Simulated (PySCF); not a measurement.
# NMR shielding calculation, with input and output: C4H7N

The run: NMR shielding calculation of C4H7N. Method and program: GIAO WP04/pcSseg-2 NMR shielding, non-relativistic, gas phase (PySCF 2.14.0).

The geometry comes from this level: PBE0-D3(BJ)/def2-SVP. Figures and captions count atoms from 1; the log counts them from 0 in places.

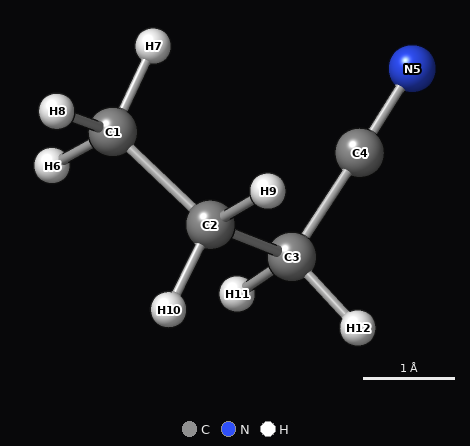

The input geometry (ball-and-stick view, seen at a tilt; atoms are numbered from 1 in the order of the input).

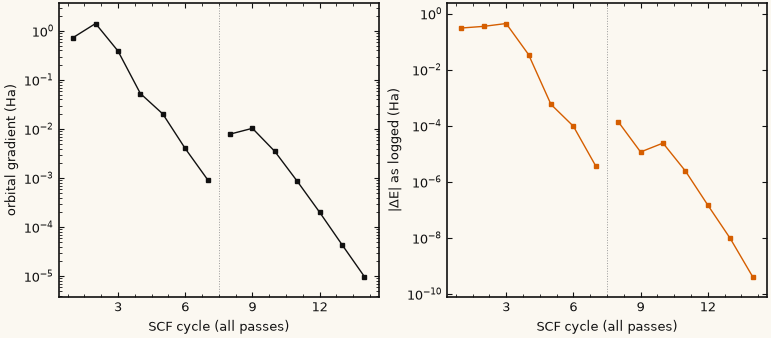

Convergence of the self-consistent field: orbital gradient and size of the energy change against the SCF cycle. The dotted line marks the change from a coarse to the final integration grid. The first 7 cycles use a coarse grid, the final grid takes over at cycle 8, and the field converges after 14 cycles in all.

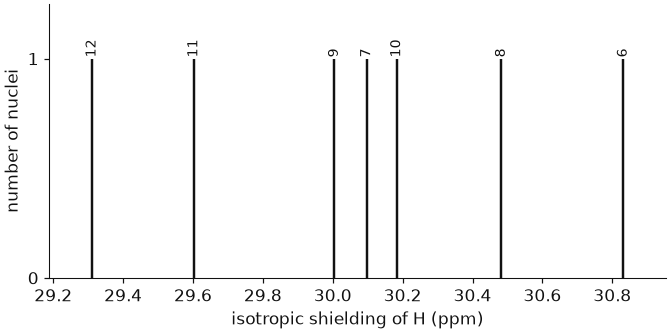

Isotropic shieldings of the hydrogen nuclei in this fixed geometry, labelled by atom number; shielding grows to the right, so chemical shift grows to the left. The least shielded is H12 (29.3 ppm), the most shielded H6 (30.8 ppm).

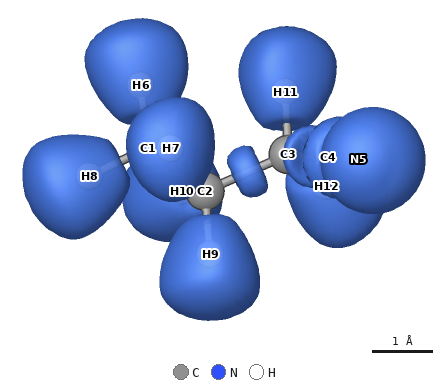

Isosurface of the ELF at 0.8 (blue), seen from the side. Core shells and regions of very low density are left out. Along the contacts the grid gives the following. C–N (1.16 Å): the ELF peaks at about 0.85 between the atoms; a multiple bond by its length, whose ELF region spreads away from the axis.

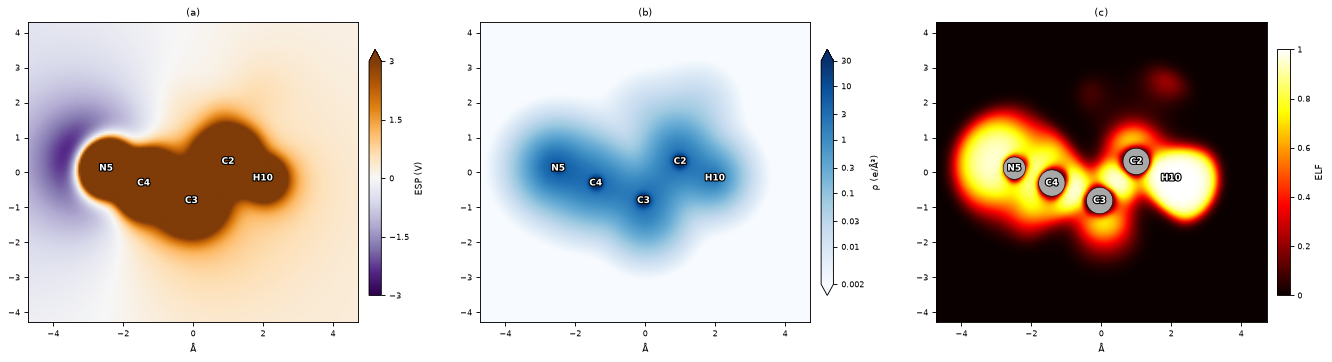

(a) molecular electrostatic potential; (b) electron density; (c) electron localisation function on the plane of atoms C3, C2 and H10. Grey discs, where drawn, cover atomic cores. Atoms in the plane: C, N and H. C–N (1.16 Å): ρ at the midpoint is about 3.7 e/Å³; the ELF peaks at about 0.85 between the atoms; a double or triple bond. C–C (1.46 Å): ρ is about 1.9 e/Å³ halfway; the ELF peaks at about 0.95 between the atoms (a shared electron pair). C–H (1.10 Å): ρ at the midpoint is about 2 e/Å³; the ELF climbs to about 1 towards the hydrogen, as it does in any bond to H; a covalent bond by its length.

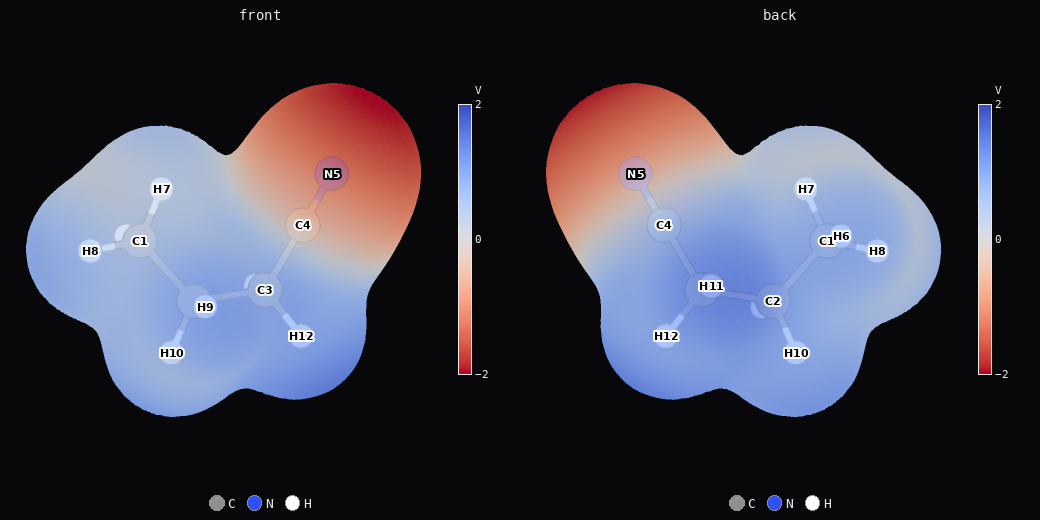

The electrostatic potential painted on the density surface at 0.002 e/bohr³, seen face on and from behind; the colour scale runs from red (negative) to blue (positive).

The input that produced these results follows, with the program's output.

The input
```
{"job": {"xc": "WP04", "basis": "pcSseg-2", "kind": "nmr", "pop": true}, "charge": 0, "multiplicity": 1}
C     -1.155754     0.821261     0.079012
C     -0.511756    -0.534626     0.313722
C      0.819118    -0.713187    -0.424523
C      1.836357     0.241677     0.001371
N      2.623290     1.011300     0.358377
H     -1.371039     0.982503    -0.989049
H     -0.498811     1.638561     0.414375
H     -2.104713     0.908150     0.627788
H     -0.344440    -0.694032     1.391180
H     -1.185767    -1.340496    -0.017861
H      0.676001    -0.593870    -1.511693
H      1.218711    -1.727927    -0.268726
```

The first line tells a small driver script what to run in PySCF; the rest is the geometry in Å.

Run as:
```bash
OMP_NUM_THREADS=1 python <driver script> task.json out
```

Output
```
coarse grid: 9752 points
cycle   1  E = -216.5667734105  dE =  3.068e-01  |g| = 7.328e-01  |ddm| = 2.143e+00
cycle   2  E = -216.2150216932  dE =  3.518e-01  |g| = 1.416e+00  |ddm| = 1.555e+00
cycle   3  E = -216.6590933324  dE = -4.441e-01  |g| = 3.902e-01  |ddm| = 1.153e+00
cycle   4  E = -216.6938015990  dE = -3.471e-02  |g| = 5.299e-02  |ddm| = 2.235e-01
cycle   5  E = -216.6943822045  dE = -5.806e-04  |g| = 2.031e-02  |ddm| = 5.444e-02
cycle   6  E = -216.6944786205  dE = -9.642e-05  |g| = 4.015e-03  |ddm| = 1.941e-02
cycle   7  E = -216.6944822794  dE = -3.659e-06  |g| = 9.286e-04  |ddm| = 3.292e-03
final grid: 93432 points
cycle   8  E = -216.7085800209  dE = -1.402e-04  |g| = 7.867e-03  |ddm| = 6.026e-02
cycle   9  E = -216.7085683940  dE =  1.163e-05  |g| = 1.034e-02  |ddm| = 1.137e-02
cycle  10  E = -216.7085924832  dE = -2.409e-05  |g| = 3.495e-03  |ddm| = 6.818e-03
cycle  11  E = -216.7085949197  dE = -2.436e-06  |g| = 8.628e-04  |ddm| = 2.171e-03
cycle  12  E = -216.7085950677  dE = -1.480e-07  |g| = 2.009e-04  |ddm| = 5.337e-04
cycle  13  E = -216.7085950773  dE = -9.599e-09  |g| = 4.381e-05  |ddm| = 1.939e-04
cycle  14  E = -216.7085950777  dE = -4.148e-10  |g| = 9.768e-06  |ddm| = 3.120e-05
converged SCF energy = -216.7085950777

GIAO shielding tensors (ppm)
atom      isotropic    diamagn.    paramagn.     s11        s22        s33       span
  0 C      155.956     242.590     -86.634    144.608    152.192    171.067     26.459
  1 C      145.860     241.582     -95.723    137.589    145.723    154.267     16.678
  2 C      149.307     242.867     -93.559    134.505    150.371    163.046     28.541
  3 C       49.441     263.939    -214.498    -74.031    -68.840    291.193    365.224
  4 N      -43.560     330.473    -374.033   -221.659   -212.277    303.256    524.915
  5 H       30.831      31.036      -0.205     27.388     28.676     36.429      9.041
  6 H       30.097      31.806      -1.710     26.144     29.525     34.621      8.477
  7 H       30.482      29.453       1.030     26.540     27.979     36.929     10.390
  8 H       30.005      31.218      -1.214     25.909     28.898     35.207      9.297
  9 H       30.183      30.343      -0.161     25.613     28.938     35.997     10.383
 10 H       29.602      30.092      -0.490     25.733     28.436     34.637      8.904
 11 H       29.311      28.014       1.297     24.579     28.235     35.119     10.540
```

Summary

| quantity | value |
| --- | --- |
| outcome | converged |
| total energy | −216.708595 hartree |
| HOMO | −10.31 eV |
| LUMO | −1.52 eV |
| dipole moment | 4.13 D |
| isotropic shielding, C | 49.4 to 156.0 ppm |
| isotropic shielding, N | −43.6 ppm |
| isotropic shielding, H | 29.3 to 30.8 ppm |
| hardware | 1 CPU thread, shared host |
| wall time | 43 s |
| peak memory | 1.1 GiB |
